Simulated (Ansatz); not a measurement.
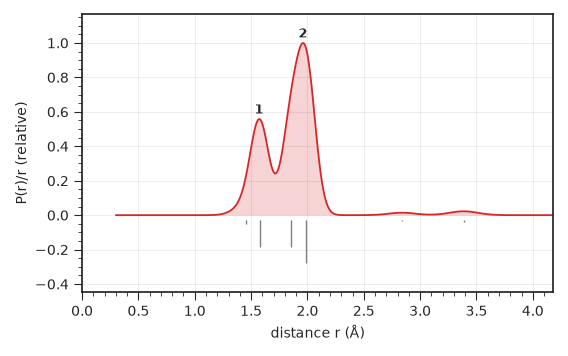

Simulated gas electron diffraction: radial distribution curve of HOSSi (charge +1, ignored in the scattering factors). Each pair of atoms contributes with weight ZᵢZⱼ/r (bars below the curve); damping constant 0.002 Å²; vibrational amplitudes assumed, not computed: 0.05 Å for bonds, 0.078 Å for bonds to H, 0.06 + 0.015 r up to 0.15 Å for other pairs. The geometry is the end point of an optimisation (UHF/6-31G* (Ansatz 0.2.0)); it may be a saddle point or a higher isomer.

> Assign the numbered peaks of the radial distribution curve (– bonded, ··· not bonded).

Peak 1, 1.57 Å: Si–H 1.45 Å, Si–O 1.58 Å, not resolved
Peak 2, 1.96 Å: S–O 1.85 Å, S–Si 1.99 Å, not resolved
